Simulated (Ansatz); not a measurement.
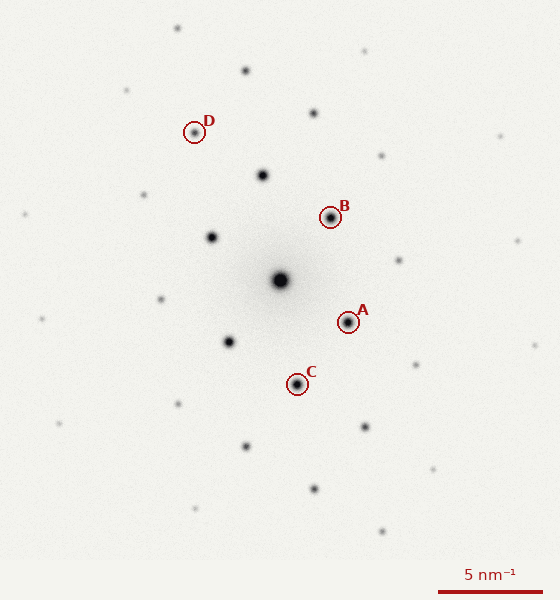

Kinematic zone-axis pattern, calculated for 80 keV electrons with B = 1 Å². The zone axis points towards the electron source and the pattern is seen from the source side.

EuNi2, space group P6/mmm (No. 191), a = 3.914 Å, c = 3.996 Å (hexagonal axes). Structure: the geometry relaxed with Ansatz 0.2.0, DFT PBEsol, scalar-relativistic, plane waves, PAW; the starting structure was generated, so it need not be a known form of this composition.

Spot A is indexed -1 1 1 and spot B 0 -1 1.

What are the indices of the remaining marked spots?

C = A − B = -1 2 0 (d = 1.957 Å). D = −2A + B = 2 -3 -1 (d = 1.220 Å).

Find the zone axis.

The cross product of A and B is parallel to [211]; every spot obeys hu + kv + lw = 0.

What are the spacings of A and B and the angle between them?

d(A) = 2.585 Å, d(B) = 2.585 Å, and the angle is 82.7°.
